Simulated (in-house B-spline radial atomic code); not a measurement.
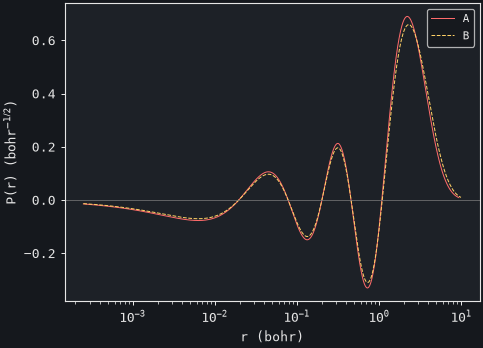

The neutral mercury atom in [Xe] 4f14 5d10 6s2 was computed by two methods: Hartree-Fock; r2SCAN. Both runs are scalar-relativistic, spin-polarised and spherical. Computed with an in-house B-spline radial code.

The plot shows P(r) = r R(r) of the 6s up orbital in both runs.

Which curve belongs to which run?

Answer. A is r2SCAN (⟨r⟩ = 2.68 bohr, eigenvalue −7.02 eV); B is Hartree-Fock (⟨r⟩ = 2.85 bohr, eigenvalue −8.89 eV).
